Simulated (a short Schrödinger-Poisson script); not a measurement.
Stack: symmetric double-gate stack, HfO2 on p-type Si(100), at 300 K.

| layer | material | thickness (nm) | Na (cm⁻³) |
|---|---|---|---|
| 1 | HfO2 | 7.3 | - |
| 2 | Si | 10 | 2e15 |
| 3 | HfO2 | 7.3 | - |

Constants are typed, rounded textbook-type inputs, not results; the design itself was drawn at random and stands for no fabricated device. HfO2: permittivity 22, conduction-band edge (eV) 1.55, gap (eV) 5.7, electron mass (mₑ) 0.2. Si: permittivity 11.7, conduction-band edge (eV) 0, gap (eV) 1.124, Nv at 300 K (cm⁻³) 3.1e19.

Channel valleys (confinement mass, in-plane density-of-states mass, number): Δ2 0.916, 0.19, 2; Δ4 0.19, 0.417, 4. At the gates, both at one voltage, the conduction-band edge of layer 1 lies 1.96 eV − eVg above the Fermi level of the channel. Gaps are held at their typed values at every temperature. Mesh 0.03 nm at interfaces.

Solved with a short Schrödinger-Poisson script written for these runs: 1D Poisson equation in equilibrium, electrons quantum, Hartree (BenDaniel-Duke, 12 states a valley, the channel's in-plane mass for all, wave functions ending at the dielectric), parabolic valleys, classical holes, full ionisation, no traps, pinning or gate leakage.

Only gate voltages with over 1e8 electrons/cm² are shown.

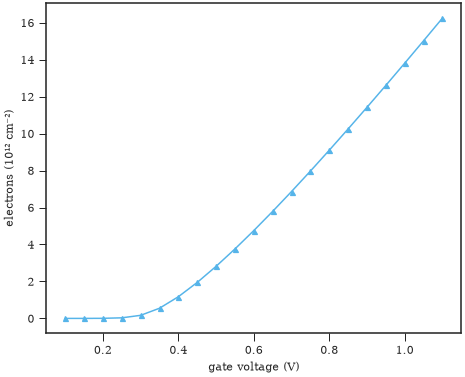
Fig. 1. Sheet density against gate voltage

```csv
Vg (V),electrons (cm⁻²),C (μF/cm²),Δ2 E0 (meV),Δ2 E1 (meV),Δ4 E0 (meV),Δ4 E1 (meV)
0.1,1.01e8,< 0.003,314.2,326.5,329.9,389.3
0.2,4.78e9,0.0299,214.4,226.7,230.1,289.5
0.3,1.67e11,0.789,122.7,134.3,138.4,197.1
0.4,1.17e12,2.28,72.6,80.5,89.0,143.7
0.5,2.82e12,2.92,48.9,52.8,68.2,117.9
0.6,4.75e12,3.26,32.3,34.0,57.1,102.3
0.7,6.87e12,3.49,18.7,19.4,50.1,91.6
0.8,9.10e12,3.66,7.0,7.4,45.2,83.8
0.9,1.14e13,3.78,-3.3,-3.1,41.5,77.6
1,1.38e13,3.87,-12.5,-12.4,38.5,72.6
1.1,1.62e13,3.94,-21.1,-21.0,36.0,68.3
```

Subbands count from the Fermi level. The capacitance is that of both gates.
